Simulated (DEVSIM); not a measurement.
Device: Si p-i-n diode, at 300 K.

```tsv
layer (left to right)	material	thickness (μm)	Nd (cm⁻³)	Na (cm⁻³)	τn (s)	τp (s)
1	Si	0.320	-	4e18	0.00088	0.00088
2	Si	0.220	1.4e13	-	0.00088	0.0026
3	Si	0.230	5.1e18	-	0.00088	0.00088
```

Left contact: ohmic. Right contact: ohmic. Voltage is applied to the left contact. Recombination: SRH at mid-gap. Gap narrowing is on: ΔEg = 6.92 meV × (l + √(l² + 0.5)), l = ln(N/1.3e17 cm⁻³), shared equally by both band edges. Mobility is μmin + (μ − μmin)/(1 + (N/Nref)^α).

This is a model device: material constants are rounded textbook-type values typed into the input, and sizes, dopings and lifetimes were drawn at random. Values at 300 K.

```
parameter           Si
-------------  -------
gap (eV)         1.124
affinity (eV)     4.05
permittivity      11.7
Nc (cm⁻³)      2.86e19
Nv (cm⁻³)       3.1e19
μn (cm²/Vs)       1417
μp (cm²/Vs)        470
μn,min              52
μp,min              45
Nref,n          9.7e16
Nref,p          2.2e17
αn                0.68
αp                0.72
```

DEVSIM, 1D drift-diffusion, Boltzmann statistics, complete ionisation; no tunnelling, impact ionisation, image-force lowering or self-heating.

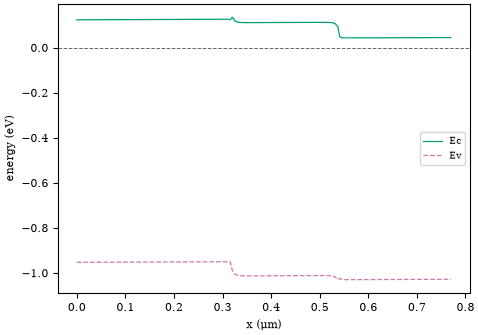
Figure: Band edges at 0.9 V on the left contact

Energies count from the Fermi level of the right contact; mesh points crowd at the junctions.

| x (μm) | Ec (eV) | Ev (eV) | n (cm⁻³) | p (cm⁻³) | field (V/cm) |
|---|---|---|---|---|---|
| 0.000 | 0.123 | -0.953 | 190 | 4.0e18 | 91 |
| 0.01613 | 0.123 | -0.953 | 1.1e16 | 4.0e18 | 90 |
| 0.04140 | 0.124 | -0.953 | 2.8e16 | 4.0e18 | 90 |
| 0.08486 | 0.124 | -0.952 | 5.6e16 | 4.1e18 | 88 |
| 0.1726 | 0.125 | -0.951 | 1.1e17 | 4.1e18 | 86 |
| 0.2362 | 0.125 | -0.951 | 1.5e17 | 4.2e18 | 84 |
| 0.2793 | 0.126 | -0.951 | 1.8e17 | 4.2e18 | 83 |
| 0.3100 | 0.126 | -0.950 | 2.0e17 | 4.2e18 | -440 |
| 0.3253 | 0.119 | -1.005 | 2.7e17 | 5.0e17 | -17000 |
| 0.3439 | 0.111 | -1.013 | 3.6e17 | 3.7e17 | -280 |
| 0.3719 | 0.111 | -1.013 | 3.7e17 | 3.7e17 | 75 |
| 0.4344 | 0.111 | -1.012 | 3.6e17 | 3.6e17 | 77 |
| 0.4805 | 0.112 | -1.012 | 3.6e17 | 3.6e17 | 77 |
| 0.5111 | 0.112 | -1.012 | 3.6e17 | 3.6e17 | -96 |
| 0.5372 | 0.094 | -1.030 | 7.3e17 | 1.8e17 | -39000 |
| 0.5516 | 0.043 | -1.030 | 5.3e18 | 1.7e17 | -26 |
| 0.5735 | 0.043 | -1.030 | 5.3e18 | 1.5e17 | 73 |
| 0.6067 | 0.043 | -1.029 | 5.2e18 | 1.3e17 | 74 |
| 0.6766 | 0.044 | -1.029 | 5.2e18 | 7.3e16 | 76 |
| 0.7189 | 0.044 | -1.029 | 5.1e18 | 4.0e16 | 77 |
| 0.7468 | 0.044 | -1.028 | 5.1e18 | 1.8e16 | 77 |
| 0.7700 | 0.045 | -1.028 | 5.1e18 | 170 | 78 |
